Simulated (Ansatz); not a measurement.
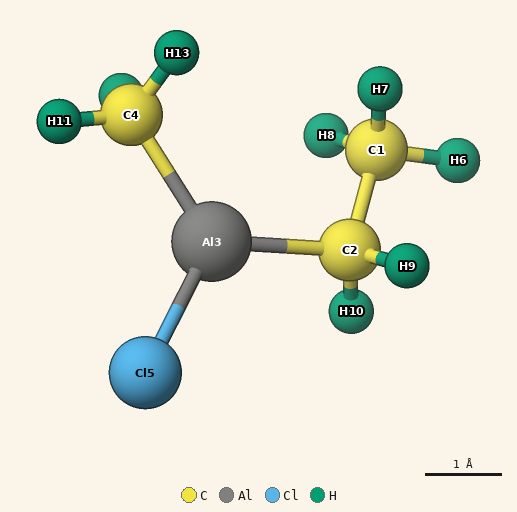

Starting structure of C₃H₈AlCl (coarse preliminary run). The picture is a ball-and-stick view, seen at a tilt.

The start comes from a force field.

Method: RKS PBE-D4/def2-SVP (Ansatz).

The input:
```yaml
crystal:
  periodic: [false, false, false]
  atoms:
    - {symbol: C, position_ang: [-1.179000, 0.786100, 0.916000]}
    - {symbol: C, position_ang: [-0.354900, 1.343600, -0.229800]}
    - {symbol: Al, position_ang: [0.852600, -0.073200, -0.916300]}
    - {symbol: C, position_ang: [0.926700, -1.879500, -0.089900]}
    - {symbol: Cl, position_ang: [2.288600, 0.364100, -2.569200]}
    - {symbol: H, position_ang: [-1.899300, 1.659400, 1.251300]}
    - {symbol: H, position_ang: [-0.571700, 0.501900, 1.761800]}
    - {symbol: H, position_ang: [-1.812100, -0.002000, 0.547000]}
    - {symbol: H, position_ang: [0.260800, 2.220300, 0.172200]}
    - {symbol: H, position_ang: [-0.989000, 1.687600, -1.046700]}
    - {symbol: H, position_ang: [1.592500, -2.534800, -0.567200]}
    - {symbol: H, position_ang: [-0.138800, -2.322600, -0.192600]}
    - {symbol: H, position_ang: [1.044200, -1.785700, 0.978000]}
basis:
  gaussian: {orbitals: def2-SVP}
hamiltonian: {xc: pbe, dispersion: d4}
relax: {f_tol: 0.03, max_steps: 200}
```

Command:
```bash
ansatz run in.yaml --threads 4 --pin off --events-out ev --progress --plain --max-ram 10444MiB
```

Question: Predict the outcome.

Answer: Over 4 geometry steps the energy falls by 10.0 kcal/mol. The largest force component goes from 3.2 to 0.019 eV/Å. H8 moves most after the best rigid fit: 0.17 Å. By element the largest moves are H 0.17 Å, C 0.14 Å, Cl 0.14 Å, Al 0.06 Å. Near-neighbour distances that change, for instance: Al3–Cl5 2.233 → 2.136 Å, C1–H6 1.181 → 1.111 Å, C4–H11 1.049 → 1.108 Å, C4–H12 1.159 → 1.112 Å. Among the angles between lasting bonds that change: H11–C4–H13 115.8° → 108.0°, H7–C1–H8 114.0° → 106.5°, C2–C1–H6 105.9° → 112.4°.

Final geometry:

```xyz
13

C    -1.2625    0.9034    0.9328
C    -0.3287    1.3144   -0.2189
Al    0.8719   -0.1013   -0.8731
C     0.9319   -1.9158   -0.1391
Cl    2.1800    0.3872   -2.4888
H    -1.9163    1.7377    1.2658
H    -0.6962    0.5630    1.8253
H    -1.9320    0.0650    0.6463
H     0.3047    2.1825    0.0762
H    -0.9151    1.6905   -1.0884
H     1.6973   -2.5569   -0.6200
H    -0.0552   -2.4144   -0.2555
H     1.1408   -1.8900    0.9522
```

After the run, drawn alike:

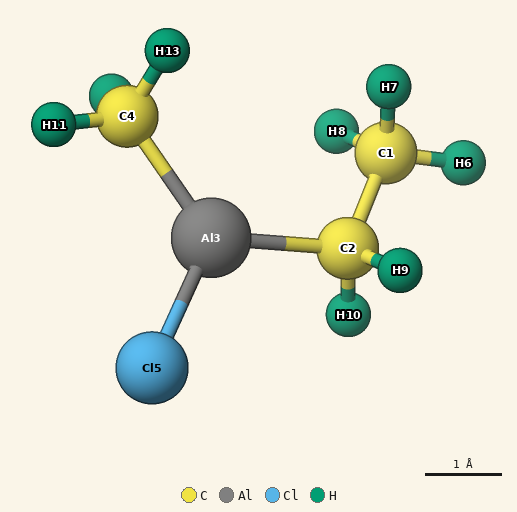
